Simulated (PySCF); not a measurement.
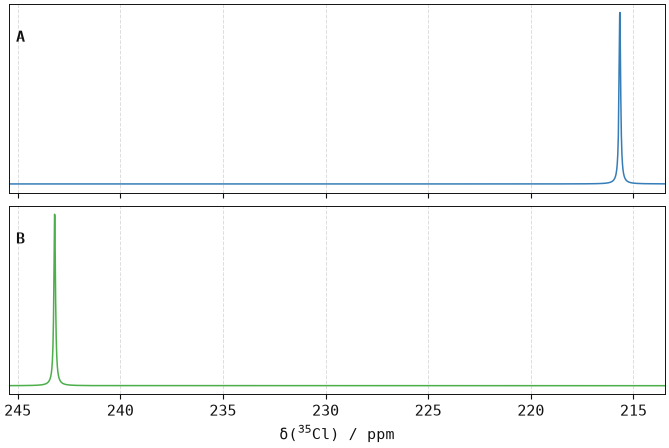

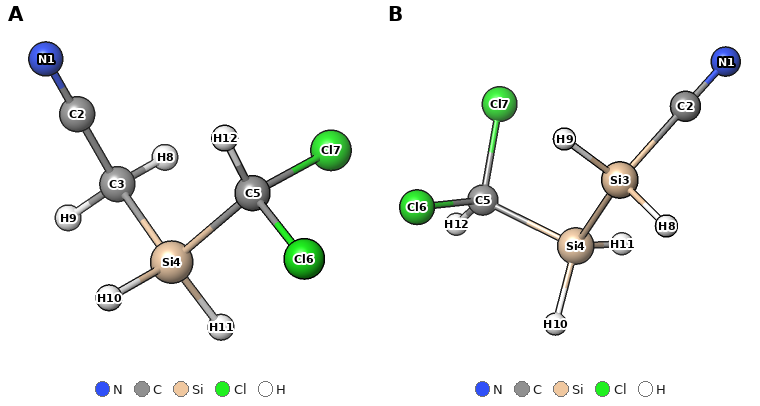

Related molecules: A is C₃H₅Cl₂NSi, SMILES N#CC[SiH2]C(Cl)Cl; B is C₂H₅Cl₂NSi₂, SMILES N#C[SiH2][SiH2]C(Cl)Cl. GIAO ³⁵Cl shifts against HCl (Cl: the usual scale starts at aqueous chloride instead), PBE0/pcSseg-1 in PySCF, at a GFN2-xTB geometry (no frequency check); fully decoupled, line heights follow the number of nuclei within a panel, widths are arbitrary (no quadrupolar broadening); values of one conformer, averaged over nuclei that symmetry, rotation about single bonds or inversion at nitrogen exchange, these motions taken as fast; other conformers aren't averaged in.

**How does the ³⁵Cl shift respond?**

From A (215.7 ppm) to B (243.2 ppm) the nucleus is deshielded by 27.5 ppm.

Caveats, for all or some of the runs: the tight-binding geometry is rougher than a DFT one and adds to the error.
